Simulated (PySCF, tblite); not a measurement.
**C₈H₁₁ radical: geometry, infrared bands and EPR parameters**

What infrared bands and EPR parameters should C₈H₁₁ radical (`[H]/[C]=C\[C@H]1C/C1=C\CC`) show?

Programs: tblite 0.8.0 and PySCF 2.14.0, with density-fitted response routines of our own. Each step states its level of theory. These are calculated values for one molecule in the gas phase, unless marked as measured. Atoms count from 0, in the outputs and in this text.

**1. The starting structure**

19 atoms, charge 0, multiplicity 2; geometry from: force field or distance geometry start.

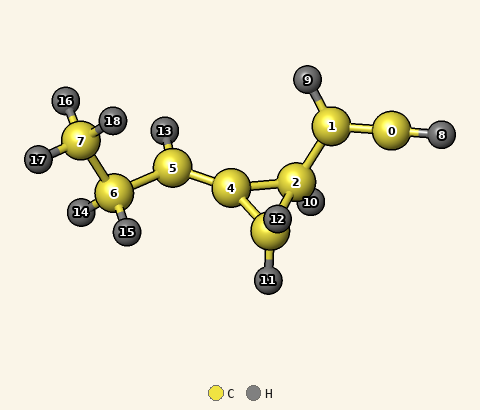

The starting geometry (carbon yellow, hydrogen grey), atoms numbered.

**2. Optimising the geometry with GFN2-xTB**

What the job is given:

```
{"job": {"kind": "relax", "xc": "GFN2-xTB", "basis": "xTB"}, "charge": 0, "multiplicity": 2}
C     -3.647200    -0.103900     0.959500
C     -2.470300    -0.538400     0.673700
C     -1.807500    -0.106500    -0.539000
C     -1.051200     1.278000    -0.537700
C     -0.409900     0.016300    -0.540900
C      0.737000    -0.623500    -0.568100
C      2.077400     0.062100    -0.574000
C      2.889000    -0.285800     0.675300
H     -4.625900     0.261300     1.188400
H     -1.987200    -1.269600     1.335300
H     -2.275600    -0.423100    -1.474600
H     -1.038000     1.845000    -1.441000
H     -1.008400     1.835100     0.402700
H      0.742700    -1.710300    -0.588000
H      2.625900    -0.245600    -1.461500
H      1.959900     1.148900    -0.618800
H      3.057400    -1.366400     0.744300
H      3.856300     0.201200     0.641000
H      2.365700     0.034800     1.587500
```

The run is started by

```bash
$ OMP_NUM_THREADS=1 python probes_run.py task.json out
```

The driver reads the jobs from task.json and runs them one after another.

The program printed:

```text
step      E/eV     max force
  0    -613.02736    3.905
  1    -613.14676    3.508
  2    -613.23972    0.743
  3    -613.26934    0.567
  4    -613.30396    0.656
  5    -613.33101    0.960
  6    -613.35401    0.399
  7    -613.37595    0.406
  8    -613.38708    0.419
  9    -613.40214    0.321
 10    -613.41476    0.268
 11    -613.42472    0.253
 12    -613.43237    0.237
 13    -613.44076    0.280
 14    -613.45017    0.276
 15    -613.45903    0.217
 16    -613.46579    0.179
 17    -613.47084    0.194
 18    -613.47514    0.230
 19    -613.48058    0.219
 20    -613.48658    0.163
 21    -613.49227    0.154
 22    -613.49467    0.163
 23    -613.49752    0.107
 24    -613.49871    0.070
 25    -613.49965    0.053
 26    -613.50040    0.063
 27    -613.50106    0.067
 28    -613.50154    0.046
 29    -613.50195    0.048
 30    -613.50234    0.045
 31    -613.50270    0.047
 32    -613.50297    0.034
 33    -613.50320    0.032
 34    -613.50344    0.039
 35    -613.50373    0.050
 36    -613.50406    0.042
 37    -613.50436    0.036
 38    -613.50462    0.038
 39    -613.50488    0.047
 40    -613.50521    0.054
 41    -613.50561    0.045
 42    -613.50598    0.040
 43    -613.50625    0.035
 44    -613.50646    0.040
 45    -613.50670    0.036
 46    -613.50698    0.043
 47    -613.50731    0.045
 48    -613.50767    0.042
 49    -613.50805    0.048
 50    -613.50846    0.046
 51    -613.50890    0.047
 52    -613.50935    0.055
 53    -613.50987    0.059
 54    -613.51050    0.064
 55    -613.51124    0.076
 56    -613.51199    0.080
 57    -613.51269    0.093
 58    -613.51334    0.081
 59    -613.51416    0.076
 60    -613.51542    0.072
 61    -613.51644    0.092
 62    -613.51835    0.123
 63    -613.52066    0.135
 64    -613.52219    0.270
 65    -613.52697    0.141
 66    -613.53031    0.127
 67    -613.53641    0.256
 68    -613.53923    0.178
 69    -613.54349    0.159
 70    -613.54770    0.187
 71    -613.54917    0.114
 72    -613.55119    0.110
 73    -613.55281    0.152
 74    -613.55384    0.120
 75    -613.55532    0.079
 76    -613.55805    0.112
 77    -613.55937    0.175
 78    -613.56167    0.165
 79    -613.56478    0.116
 80    -613.56704    0.101
 81    -613.56828    0.105
 82    -613.56924    0.183
 83    -613.57085    0.103
 84    -613.57296    0.079
 85    -613.57439    0.090
 86    -613.57531    0.079
 87    -613.57648    0.082
 88    -613.57737    0.056
 89    -613.57782    0.102
 90    -613.57826    0.058
 91    -613.57878    0.068
 92    -613.57976    0.081
 93    -613.58028    0.056
 94    -613.58111    0.067
 95    -613.58194    0.070
 96    -613.58297    0.067
 97    -613.58377    0.059
 98    -613.58426    0.048
 99    -613.58464    0.058
100    -613.58505    0.055
101    -613.58562    0.052
102    -613.58597    0.044
103    -613.58626    0.043
104    -613.58649    0.048
105    -613.58671    0.058
106    -613.58695    0.061
107    -613.58719    0.048
108    -613.58748    0.039
109    -613.58792    0.065
110    -613.58842    0.064
111    -613.58893    0.047
112    -613.58932    0.037
113    -613.58961    0.033
114    -613.58989    0.033
115    -613.59014    0.028
116    -613.59033    0.025
117    -613.59046    0.030
118    -613.59058    0.030
119    -613.59074    0.033
120    -613.59092    0.032
121    -613.59110    0.028
122    -613.59126    0.036
123    -613.59140    0.031
124    -613.59153    0.027
125    -613.59162    0.020
126    -613.59167    0.014
127    -613.59170    0.014
128    -613.59173    0.016
129    -613.59176    0.013
130    -613.59179    0.011
131    -613.59180    0.009
```

Run time: 0.89 s. Hardware: 1 thread of Arm Neoverse V1, shared host.

Step by step: (not every step is listed)

```tsv
step	energy from step 0 (eV)	largest force (eV/Å)
0	0.0000	3.9047
1	-0.1194	3.5085
2	-0.2124	0.7432
3	-0.2420	0.5673
4	-0.2766	0.6557
5	-0.3036	0.9605
6	-0.3266	0.3993
7	-0.3486	0.4057
8	-0.3597	0.4186
19	-0.4532	0.2190
30	-0.4750	0.0450
41	-0.4783	0.0448
52	-0.4820	0.0552
63	-0.4933	0.1353
74	-0.5265	0.1200
85	-0.5470	0.0902
96	-0.5556	0.0669
107	-0.5598	0.0479
118	-0.5632	0.0297
126	-0.5643	0.0145
127	-0.5643	0.0140
128	-0.5644	0.0158
129	-0.5644	0.0131
130	-0.5644	0.0114
131	-0.5644	0.0094
```

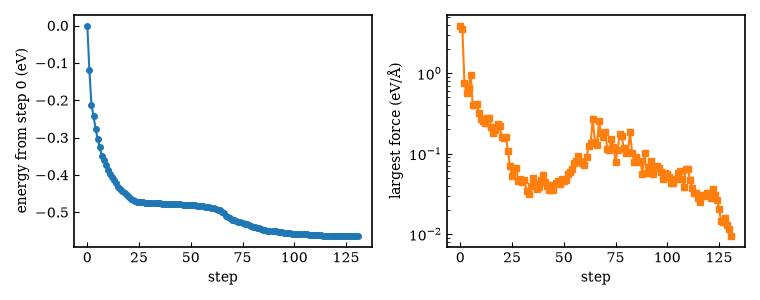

Energy and force, step by step.

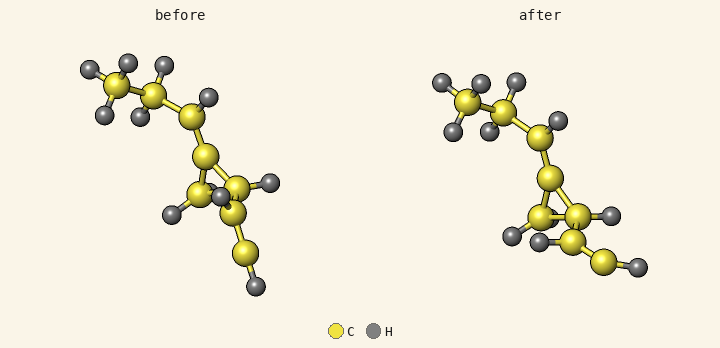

The geometry before (left) and after (right).

Distances of close pairs at the start and the end, largest changes first:

```tsv
bond	before (Å)	after (Å)	change (Å)
C2–C4	1.403	1.467	+0.064
C2–C3	1.578	1.525	-0.053
C1–C2	1.448	1.500	+0.052
C3–C4	1.415	1.464	+0.049
C3–H11	1.067	1.082	+0.015
C1–H9	1.098	1.085	-0.013
C3–H12	1.094	1.082	-0.012
C7–H18	1.099	1.088	-0.012
```

The end geometry stands in the next job.

**3. Harmonic vibrations with GFN2-xTB**

What the job is given:

```
{"job": {"kind": "ir", "xc": "GFN2-xTB", "basis": "xTB"}, "charge": 0, "multiplicity": 2}
C     -3.678670    -0.775810     0.962550
C     -2.517241    -0.218276     0.865660
C     -1.849218     0.196984    -0.411914
C     -0.992613     1.458142    -0.417117
C     -0.386700     0.128180    -0.509573
C      0.696008    -0.606653    -0.575984
C      2.086684    -0.046858    -0.629389
C      2.881596    -0.431410     0.618005
H     -4.462766    -1.106019     0.321530
H     -1.924961    -0.003887     1.748634
H     -2.434260    -0.015211    -1.299149
H     -1.023123     2.093105    -1.292104
H     -0.893506     2.006240     0.510484
H      0.617433    -1.686978    -0.583076
H      2.595573    -0.442619    -1.512704
H      2.041079     1.039931    -0.717868
H      2.918168    -1.513035     0.729014
H      3.900040    -0.055778     0.550331
H      2.416674    -0.010796     1.506726
```

The program printed:

```text
mode    cm-1     km/mol
  1      49.1      0.20
  2      63.7      0.07
  3      89.8      0.14
  4     156.3      0.04
  5     203.5      0.41
  6     232.7      0.12
  7     285.7      0.32
  8     364.7      1.02
  9     377.0      2.88
 10     428.7      0.83
 11     521.9      1.62
 12     612.9      8.27
 13     733.2     67.47
 14     765.3      1.83
 15     810.3      5.66
 16     834.0     16.50
 17     860.1      8.57
 18     922.7     25.82
 19     953.9      8.01
 20     962.9      1.70
 21    1013.5      9.10
 22    1034.3      5.69
 23    1049.9      3.11
 24    1067.6      1.02
 25    1081.5      4.10
 26    1089.9      0.19
 27    1132.6      5.30
 28    1170.5      4.99
 29    1205.8      0.07
 30    1239.5      0.12
 31    1267.5      4.34
 32    1302.9      4.58
 33    1353.3      6.05
 34    1409.4      0.71
 35    1434.1      1.97
 36    1478.4      0.63
 37    1500.2      2.91
 38    1504.8      2.14
 39    1701.5     11.18
 40    1881.3      5.15
 41    2954.6     43.81
 42    2989.7     21.78
 43    2998.2     14.44
 44    3031.3     31.32
 45    3031.6     19.74
 46    3033.4     49.54
 47    3038.8     70.39
 48    3039.7     35.80
 49    3059.1     34.83
 50    3062.6     36.65
 51    3189.0     23.66
```

Wall time 0.65 s (1 thread of Arm Neoverse V1, shared host).

The strongest bands and the atoms that carry them (share of the mass-weighted mode):

```tsv
cm⁻¹	km/mol	atoms
733	67.5	H8 56 %, C0 26 %
2955	43.8	H14 91 %
3031	31.3	H16 36 %, H10 23 %, H17 19 %, H13 11 %
3033	49.5	H17 52 %, H18 24 %, H16 15 %
3039	70.4	H13 57 %, H18 24 %
3040	35.8	H18 44 %, H16 24 %, H13 20 %
3059	34.8	H12 72 %, H11 22 %
3063	36.6	H11 70 %, H12 18 %
```

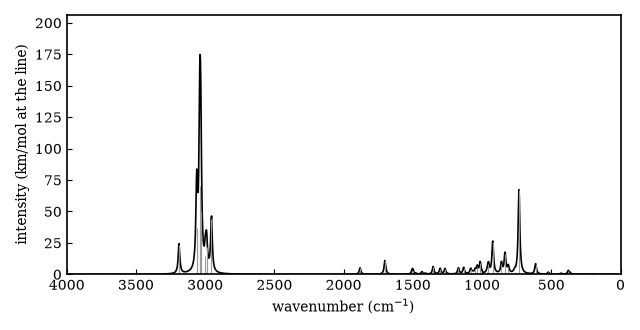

The infrared spectrum from these modes, unscaled. Lines are broadened to a width of 14 cm⁻¹ (Lorentzian).

**4. EPR parameters: B3LYP/pcH-1**

Settings changed since step 3:

```diff
@@ -1,2 +1,2 @@
-{"job": {"kind": "ir", "xc": "GFN2-xTB", "basis": "xTB"}, "charge": 0, "multiplicity": 2}
+{"job": {"kind": "epr", "basis": "pcH-1"}, "charge": 0, "multiplicity": 2}
 C     -3.678670    -0.775810     0.962550
```

Level: UKS B3LYP, pcH-1 on C H, non-relativistic, mean-field spin-orbit, GIAO.

The program printed:

```text
UKS, coarse grid
  cycle   1  E = -311.26692844  |g| = 3.37e-01
  cycle   2  E = -311.26165444  |g| = 3.63e-01
  cycle   3  E = -311.33128652  |g| = 5.24e-02
  cycle   4  E = -311.33210541  |g| = 3.76e-02
  cycle   5  E = -311.33285230  |g| = 9.70e-03
  cycle   6  E = -311.33291031  |g| = 4.60e-03
  cycle   7  E = -311.33292969  |g| = 2.61e-03
  cycle   8  E = -311.33293847  |g| = 1.53e-03
  cycle   9  E = -311.33294252  |g| = 5.24e-04
UKS, final grid
  cycle   1  E = -311.33291607  |g| = 5.77e-04
  cycle   2  E = -311.33291597  |g| = 9.09e-04
  cycle   3  E = -311.33291639  |g| = 1.74e-04
  cycle   4  E = -311.33291643  |g| = 1.21e-04
  cycle   5  E = -311.33291646  |g| = 5.80e-05
  cycle   6  E = -311.33291647  |g| = 1.45e-05
E = -311.33291647 Eh   <S^2> = 0.7591 (exact 0.7500)
g shifts (ppm)      1          2          3
  rmc          -147       -147       -147
  gc             31          8        -56
  oz_so        -423         42        589
  total        -538        -96        387
hyperfine (MHz)  atom isotope    a_iso     a_fc   dipolar eigenvalues
    0   13C     322.73     322.73    -81.68    -59.44    141.12
    1   13C     -12.68     -12.68    -19.12      2.32     16.80
    2   13C      99.97      99.97     -6.79     -6.53     13.32
    3   13C      -5.37      -5.37     -0.64     -0.32      0.97
    4   13C      -4.12      -4.12     -1.17      0.13      1.04
    5   13C      -0.23      -0.23     -0.85     -0.32      1.17
    6   13C       0.19       0.19     -0.13     -0.05      0.18
    7   13C       0.69       0.69     -0.12     -0.06      0.18
    8    1H      38.30      38.30    -32.42     -7.08     39.50
    9    1H     111.03     111.03     -6.37     -5.51     11.88
   10    1H      -5.49      -5.49     -5.49     -1.85      7.34
   11    1H      -0.62      -0.62     -1.07     -0.54      1.61
   12    1H       1.80       1.80     -1.18     -0.97      2.15
   13    1H       0.46       0.46     -0.76     -0.37      1.12
   14    1H       0.36       0.36     -0.29     -0.28      0.56
   15    1H       0.04       0.04     -0.37     -0.32      0.69
   16    1H      -0.04      -0.04     -0.29     -0.24      0.53
   17    1H       0.20       0.20     -0.20     -0.19      0.39
   18    1H      -0.01      -0.01     -0.38     -0.27      0.66
```

Wall time 1.7 min (1 thread of Arm Neoverse V1, shared host); peak memory 0.97 GiB.

Principal g values 2.00178, 2.00222, 2.00271; g(iso) = 2.00224, against 2.00232 for a free electron.

Mean a(iso) over the nuclei that a row names, and the largest dipolar term of the row (other rows stand at the frozen geometry):

```tsv
nuclei	isotope	a(iso) (MHz)	a(iso) (G, at g = 2.0023)	largest dipolar term (MHz)
C0	13C	322.7	115.2	141.1
H9	1H	111.0	39.6	11.9
C2	13C	100.0	35.7	13.3
H8	1H	38.3	13.7	39.5
C1	13C	-12.7	-4.5	-19.1
H10	1H	-5.5	-2.0	7.3
C3	13C	-5.4	-1.9	1.0
C4	13C	-4.1	-1.5	-1.2
H12	1H	1.8	0.6	2.2
C7	13C	0.7	0.2	0.2
H11	1H	-0.6	-0.2	1.6
H13	1H	0.5	0.2	1.1
H14	1H	0.4	0.1	0.6
C5	13C	-0.2	-0.1	1.2
```

Mulliken spin populations:

C0 1.04; C1 -0.16; C2 0.07; C3 0.00; C4 -0.01; C5 0.01; C6 0.00; C7 0.00; H8 0.00; H9 0.05; H10 0.00; H11 0.00; H12 0.00; H13 0.00; H14 0.00; H15 0.00; H16 0.00; H17 0.00; H18 0.00

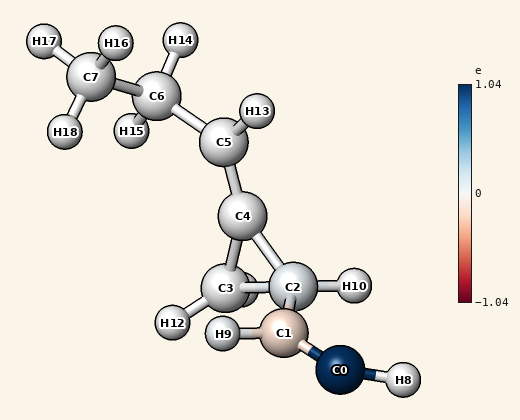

Mulliken spin populations, as colours on the atoms.

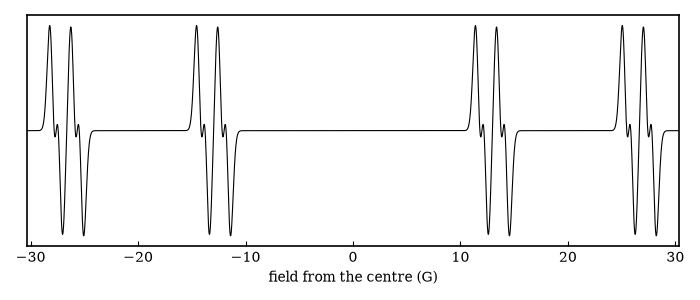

First-order isotropic spectrum (first derivative, main isotopes with spin only, couplings over 0.8 MHz, Gaussian width 0.3 G; couplings of the frozen geometry, rotation of groups not averaged beyond the rows shown).

The fields below are evaluated on a grid from the run's orbitals.

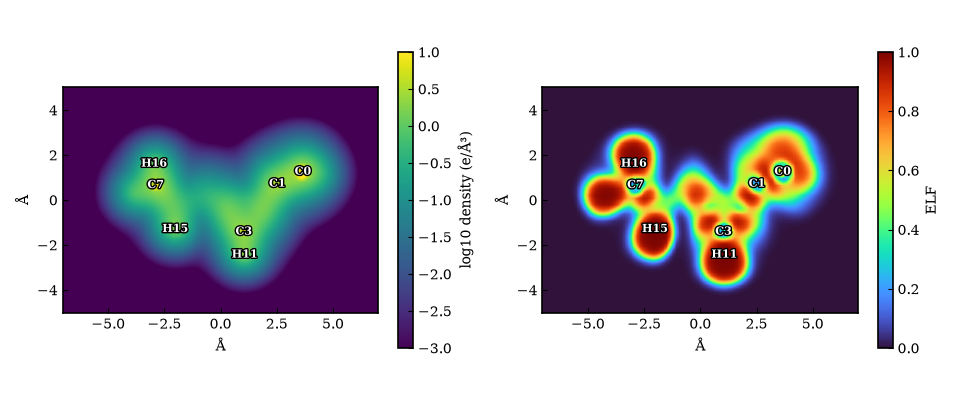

Density (left) and ELF (right) in a plane through or near 7 of the atoms.

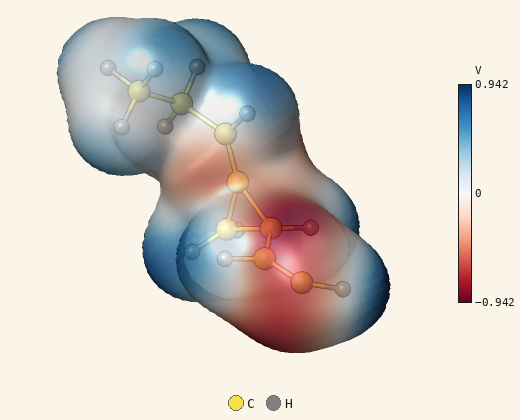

The potential that a unit positive charge feels on the 0.002 e/bohr³ surface, from -0.78 V near C0 to 0.94 V near H8.

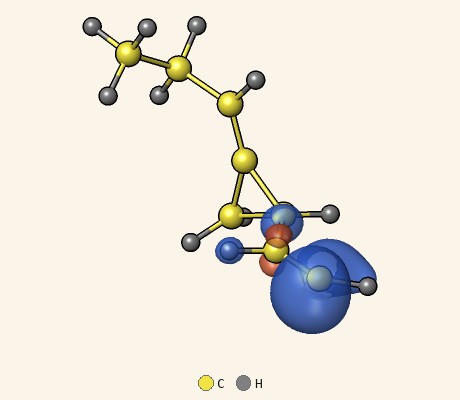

Spin density at ±0.05 e/Å³ (alpha excess blue, beta excess red).

**5. Outcome**

| quantity | value |
| --- | --- |
| strongest single infrared mode (GFN2-xTB) | 3039 cm⁻¹, 70 km/mol |
| zero-point energy (GFN2-xTB) | 99.5 kcal/mol |
| g(iso) (B3LYP) | 2.00224 |
| ⟨S²⟩ | 0.759 (exact 0.75) |
| largest a(iso) (averaged by class) | 13C on C0, 322.7 MHz |
| potential on the surface of density 0.002 e/bohr³, 1st and 99th percentile | -0.78 V and 0.94 V |

**Reading.** The optimisation took 131 steps and gained 0.564 eV; among the close pairs (by a distance rule), C2–C4 changed most, from 1.403 to 1.467 Å. No mode is imaginary among the 51: a minimum at this level. GFN2-xTB is a fitted tight-binding method: band positions and strengths are rough. Its intensities can rank the bands wrongly. C0 carries the largest spin population, 1.04 e. The isotropic g lies 0.1 ppt below the free-electron value. These values are for one conformer; the search (at its own cheap level) found 2 more, at 1.11, 1.14 kcal/mol, and measured spectra average over such forms.
